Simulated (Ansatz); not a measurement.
Dissociation curve of SeBe, lowest triplet found (which spin is the ground state isn't settled by this scan).

Levels: UMP2 = Ansatz (a quantum-chemistry and plane-wave program) with MP2 on UHF/cc-pVDZ, cores with 3d frozen; ROMP2 = MP2 on ROHF/cc-pVDZ, cores with 3d frozen run with Ansatz; UCCSD = CCSD on UHF/cc-pVDZ, cores with 3d frozen (Ansatz); ROCCSD = CCSD on ROHF/cc-pVDZ, cores with 3d frozen run with Ansatz.

Energies are in eV, each relative to the lowest point of its own curve between 1.69 and 2.45 Å, where full CI is lowest.

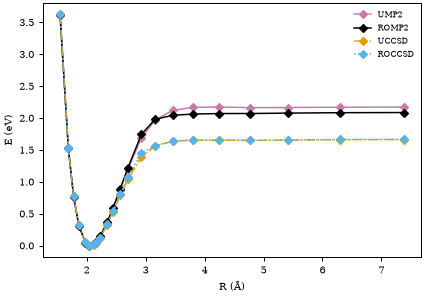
*Energy against bond length for each method.*

```json
[
 {"R / Å": "1.55", "UMP2": "3.611", "ROMP2": "3.609", "UCCSD": "3.622", "ROCCSD": "3.621"},
 {"R / Å": "1.69", "UMP2": "1.523", "ROMP2": "1.521", "UCCSD": "1.535", "ROCCSD": "1.534"},
 {"R / Å": "1.78", "UMP2": "0.763", "ROMP2": "0.761", "UCCSD": "0.773", "ROCCSD": "0.772"},
 {"R / Å": "1.87", "UMP2": "0.309", "ROMP2": "0.307", "UCCSD": "0.317", "ROCCSD": "0.316"},
 {"R / Å": "1.98", "UMP2": "0.046", "ROMP2": "0.045", "UCCSD": "0.049", "ROCCSD": "0.049"},
 {"R / Å": "2.04", "UMP2": "0.000", "ROMP2": "0.000", "UCCSD": "0.000", "ROCCSD": "0.000"},
 {"R / Å": "2.13", "UMP2": "0.022", "ROMP2": "0.024", "UCCSD": "0.016", "ROCCSD": "0.017"},
 {"R / Å": "2.16", "UMP2": "0.048", "ROMP2": "0.051", "UCCSD": "0.040", "ROCCSD": "0.041"},
 {"R / Å": "2.23", "UMP2": "0.138", "ROMP2": "0.143", "UCCSD": "0.124", "ROCCSD": "0.125"},
 {"R / Å": "2.35", "UMP2": "0.359", "ROMP2": "0.368", "UCCSD": "0.329", "ROCCSD": "0.333"},
 {"R / Å": "2.45", "UMP2": "0.582", "ROMP2": "0.595", "UCCSD": "0.532", "ROCCSD": "0.540"},
 {"R / Å": "2.57", "UMP2": "0.874", "ROMP2": "0.891", "UCCSD": "0.786", "ROCCSD": "0.801"},
 {"R / Å": "2.70", "UMP2": "1.200", "ROMP2": "1.216", "UCCSD": "1.042", "ROCCSD": "1.074"},
 {"R / Å": "2.93", "UMP2": "1.688", "ROMP2": "1.744", "UCCSD": "1.384", "ROCCSD": "1.454"},
 {"R / Å": "3.16", "UMP2": "1.967", "ROMP2": "1.977", "UCCSD": "1.561", "ROCCSD": "1.563"},
 {"R / Å": "3.46", "UMP2": "2.118", "ROMP2": "2.041", "UCCSD": "1.635", "ROCCSD": "1.639"},
 {"R / Å": "3.80", "UMP2": "2.165", "ROMP2": "2.060", "UCCSD": "1.650", "ROCCSD": "1.654"},
 {"R / Å": "4.24", "UMP2": "2.171", "ROMP2": "2.069", "UCCSD": "1.652", "ROCCSD": "1.656"},
 {"R / Å": "4.77", "UMP2": "2.161", "ROMP2": "2.069", "UCCSD": "1.647", "ROCCSD": "1.652"},
 {"R / Å": "5.42", "UMP2": "2.163", "ROMP2": "2.076", "UCCSD": "1.652", "ROCCSD": "1.657"},
 {"R / Å": "6.29", "UMP2": "2.168", "ROMP2": "2.082", "UCCSD": "1.659", "ROCCSD": "1.663"},
 {"R / Å": "7.38", "UMP2": "2.170", "ROMP2": "2.084", "UCCSD": "1.661", "ROCCSD": "1.665"}
]
```

At the longest distance, 7.38 Å, UMP2 lies highest above its minimum (2.170 eV) and UCCSD lowest (1.661 eV).

The unrestricted determinant behind UMP2, UCCSD is spin-contaminated at 2.70 to 7.38 Å (<S²> up to 2.3, against 2.00 for a pure triplet). The T1 diagnostic of CCSD on the restricted reference of ROMP2, ROCCSD exceeds 0.045 at 2.70 to 2.93 Å.
